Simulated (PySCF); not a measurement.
# Spin–spin coupling calculation, with input and output: C2H8FNSi2

System: C2H8FNSi2, SMILES F[Si@H]1CC[SiH2]N1.
Method: PBE0/6-31G indirect spin-spin coupling, non-relativistic, gas phase (PySCF 2.14.0).

Some settings of this run were made unusual or wrong on purpose. The geometry comes from this level: GFN2-xTB.

Figures and captions count atoms from 1; the log counts them from 0 in places.

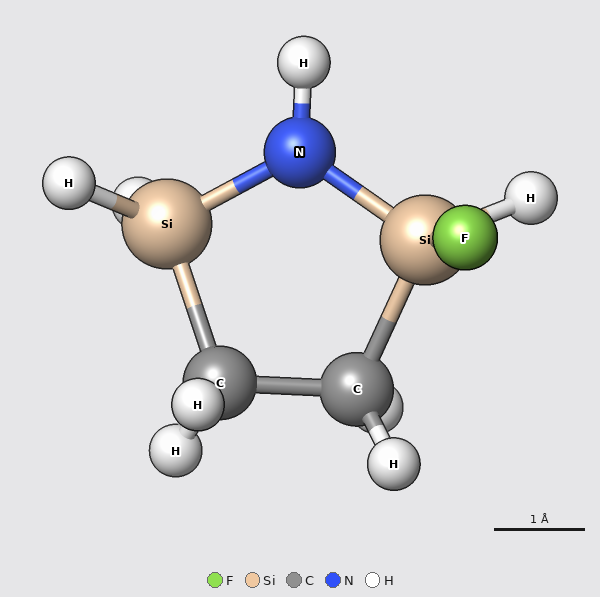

Fig. 1: The input geometry (ball-and-stick view, seen at a tilt). Bond lengths as drawn: C–C 1.54 Å, C–H 1.09 Å, C–Si 1.89 to 1.90 Å, F–Si 1.62 Å, H–N 1.00 Å, H–Si 1.45 to 1.47 Å and N–Si 1.72 to 1.74 Å.

## The input
```
{"job": {"kind": "j", "xc": "PBE0", "basis": "6-31G", "scf": {"aux": "cc-pvdz-ri", "max_cycle": 69}}, "charge": 0, "multiplicity": 1}
F      0.106134     2.081609     1.758927
Si     0.075184     1.559324     0.226437
C      1.343238     0.184848    -0.073318
C      0.670095    -1.179677     0.145659
Si    -1.158905    -1.065086    -0.366921
N     -1.347418     0.635225    -0.062403
H      0.159349     2.781357    -0.552807
H      1.695677     0.245644    -1.103692
H      2.226071     0.282564     0.559387
H      1.217733    -1.962742    -0.379153
H      0.718187    -1.429871     1.206767
H     -1.384674    -1.362015    -1.787833
H     -2.067054    -1.838278     0.483021
H     -2.254294     1.066624    -0.076238
```

The first line tells a small driver script what to run in PySCF; the rest is the geometry in Å.

Launched with:
```bash
OMP_NUM_THREADS=1 python <driver script> task.json out
```

## Log
```
final grid: 111840 points
cycle   1  E = -813.9706709466  dE =  7.033e-01  |g| = 7.245e-01  |ddm| = 3.385e+00
cycle   2  E = -813.8691905236  dE =  1.015e-01  |g| = 1.042e+00  |ddm| = 1.745e+00
cycle   3  E = -814.0794292459  dE = -2.102e-01  |g| = 6.120e-02  |ddm| = 1.072e+00
cycle   4  E = -814.0801279236  dE = -6.987e-04  |g| = 3.063e-02  |ddm| = 9.569e-02
cycle   5  E = -814.0803561708  dE = -2.282e-04  |g| = 4.490e-03  |ddm| = 3.503e-02
cycle   6  E = -814.0803622904  dE = -6.120e-06  |g| = 1.770e-03  |ddm| = 8.577e-03
cycle   7  E = -814.0803629214  dE = -6.310e-07  |g| = 4.499e-04  |ddm| = 1.935e-03
cycle   8  E = -814.0803629705  dE = -4.909e-08  |g| = 6.735e-05  |ddm| = 5.402e-04
cycle   9  E = -814.0803629715  dE = -1.049e-09  |g| = 3.021e-05  |ddm| = 9.342e-05
cycle  10  E = -814.0803629718  dE = -2.376e-10  |g| = 2.731e-06  |ddm| = 3.055e-05
converged SCF energy = -814.0803629718

Indirect spin-spin couplings (Hz)
  i      j    bonds     total        FC       PSO       DSO        SD
  0 F    1 Si   1    359.354   301.085    64.938    -0.456    -6.214
  0 F    2 C    2     19.654    18.434    -0.728    -0.085     2.032
  0 F    3 C    3     -1.826    -1.376    -0.250    -0.090    -0.110
  0 F    4 Si   3      3.260     2.352     0.563     0.167     0.179
  0 F    5 N    2    -15.527   -12.787    -1.158     0.033    -1.616
  0 F    6 H    2     79.572    82.267    -0.925    -0.791    -0.979
  0 F    7 H    3      8.950    10.828    -0.193    -1.638    -0.048
  0 F    8 H    3     -3.011    -3.118     0.024     0.213    -0.129
  0 F    9 H    4      1.544     2.254     0.524    -1.196    -0.038
  0 F   11 H    4      6.279     7.385     0.257    -1.344    -0.019
  0 F   12 H    4     -0.801    -0.340     0.146    -0.560    -0.047
  0 F   13 H    3     -5.107    -6.546     1.737    -0.678     0.380
  1 Si   2 C    1    -74.847   -75.443     1.806    -0.140    -1.071
  1 Si   3 C    2      0.767     0.476     0.243    -0.031     0.078
  1 Si   4 Si   2      8.351     8.785    -0.431    -0.002     0.000
  1 Si   5 N    1     16.194    18.918    -2.966     0.066     0.175
  1 Si   6 H    1   -237.453  -238.338     1.917    -0.542    -0.490
  1 Si   7 H    2      5.664     5.556     0.277    -0.043    -0.125
  1 Si   8 H    2      8.903     8.929     0.171     0.002    -0.199
  1 Si   9 H    3    -13.970   -14.106    -0.108     0.234     0.010
  1 Si  10 H    3      0.014    -0.142     0.076     0.007     0.072
  1 Si  11 H    3     -2.322    -2.504     0.008     0.155     0.019
  1 Si  12 H    3     -3.700    -3.947     0.007     0.234     0.006
  1 Si  13 H    2      2.662     1.291     1.175     0.229    -0.033
  2 C    3 C    1     37.350    37.094     0.011     0.245         -
  2 C    4 Si   2      1.450     1.163     0.225    -0.018     0.081
  2 C    5 N    2     -4.875    -4.964     0.100    -0.015     0.004
  2 C    6 H    2     13.260    13.569    -0.067    -0.241         -
  2 C    7 H    1    138.044   135.622     1.358     1.064         -
  2 C    8 H    1    146.301   144.034     1.232     1.036         -
  2 C    9 H    2     -4.977    -5.177     0.249    -0.048         -
  2 C   10 H    2     -4.999    -5.225     0.208     0.018         -
  2 C   11 H    3     -0.333    -0.266     0.047    -0.114         -
  2 C   12 H    3      3.546     3.817     0.081    -0.352         -
  2 C   13 H    3      5.710     6.118     0.125    -0.532         -
  3 C    4 Si   1    -62.113   -61.869     1.209    -0.111    -1.342
  3 C    5 N    2     -2.973    -3.018     0.058    -0.016     0.003
  3 C    6 H    3      2.912     3.207     0.089    -0.384         -
  3 C    7 H    2     -5.025    -5.226     0.201    -0.000         -
  3 C    8 H    2     -5.029    -5.239     0.254    -0.044         -
  3 C    9 H    1    145.316   143.088     1.237     0.991         -
  3 C   10 H    1    142.180   139.899     1.239     1.042         -
  3 C   11 H    2      3.675     3.860    -0.008    -0.177         -
  3 C   12 H    2      2.169     2.380    -0.021    -0.189         -
  3 C   13 H    3      6.063     6.442     0.142    -0.521         -
  4 Si   5 N    1     13.679    15.072    -1.747     0.054     0.299
  4 Si   6 H    3     -5.712    -5.928    -0.045     0.268    -0.007
  4 Si   7 H    3     -0.097    -0.205     0.006     0.043     0.059
  4 Si   8 H    3    -12.719   -12.836    -0.157     0.264     0.009
  4 Si   9 H    2      5.392     5.396     0.141     0.076    -0.220
  4 Si  10 H    2      9.578     9.436     0.215     0.024    -0.096
  4 Si  11 H    1   -191.646  -192.420     1.496    -0.377    -0.345
  4 Si  12 H    1   -196.598  -197.377     1.496    -0.370    -0.347
  4 Si  13 H    2      0.646     0.026     0.528     0.289    -0.198
  5 N    6 H    2     -5.172    -5.375     0.102     0.085     0.015
  5 N    7 H    3     -0.045    -0.078    -0.021     0.041     0.013
  5 N    8 H    3     -1.794    -1.919    -0.029     0.148     0.006
  5 N    9 H    3     -2.024    -2.134    -0.047     0.148     0.009
  5 N   10 H    3      0.173     0.168    -0.021     0.023     0.002
  5 N   11 H    2     -2.921    -2.937    -0.062     0.061     0.017
  5 N   12 H    2     -2.732    -2.768    -0.036     0.061     0.011
  5 N   13 H    1    -74.932   -71.273    -2.760    -0.547    -0.353
  6 H    7 H    3      0.346     0.347    -0.070     0.069         -
  6 H    8 H    3     -1.768    -0.829     0.247    -1.186         -
  6 H   10 H    4     -1.527    -0.154     0.374    -1.747         -
  6 H   11 H    4     -0.976    -0.410     0.113    -0.679         -
  6 H   13 H    3     -0.445     0.074     0.023    -0.542         -
  7 H    8 H    2    -21.952   -21.353     0.997    -1.595         -
  7 H    9 H    3      9.399     9.103    -0.147     0.443         -
  7 H   10 H    3     11.579    12.955     0.941    -2.317         -
  7 H   11 H    4      0.287     0.135    -0.101     0.253         -
  7 H   12 H    4     -1.556    -0.266     0.376    -1.666         -
  7 H   13 H    4     -1.911    -0.598     0.498    -1.811         -
  8 H    9 H    3      1.101     1.500     0.301    -0.699         -
  8 H   10 H    3      9.288     8.920    -0.156     0.525         -
  8 H   11 H    4     -0.912     0.032     0.466    -1.410         -
  8 H   12 H    4     -0.563     0.374     0.392    -1.328         -
  8 H   13 H    4     -1.216     0.353     0.613    -2.182         -
  9 H   10 H    2    -21.308   -20.640     0.989    -1.657         -
  9 H   11 H    3      2.057     2.110    -0.029    -0.024         -
  9 H   12 H    3     -0.701     0.200     0.252    -1.153         -
  9 H   13 H    4     -1.096     0.424     0.627    -2.148         -
 10 H   11 H    3      5.232     6.898     0.435    -2.101         -
 10 H   12 H    3      3.894     3.744    -0.134     0.283         -
 10 H   13 H    4     -1.669    -0.432     0.469    -1.706         -
 11 H   12 H    2     16.657    18.408     0.116    -1.867         -
 11 H   13 H    3     -1.661    -0.881     0.213    -0.993         -
 12 H   13 H    3     -0.025     0.376     0.095    -0.496         -
```

## What the run reported

```tsv
quantity	value
outcome	converged
total energy	−814.080363 hartree
HOMO	−7.34 eV
LUMO	0.80 eV
dipole moment	2.31 D
hardware	1 CPU thread, shared host
wall time	10 s
peak memory	0.5 GiB
```

## Diagnosis

Some settings of this run were drawn to be unusual or wrong. It converged; results that depend on the unusual settings are not reference values.
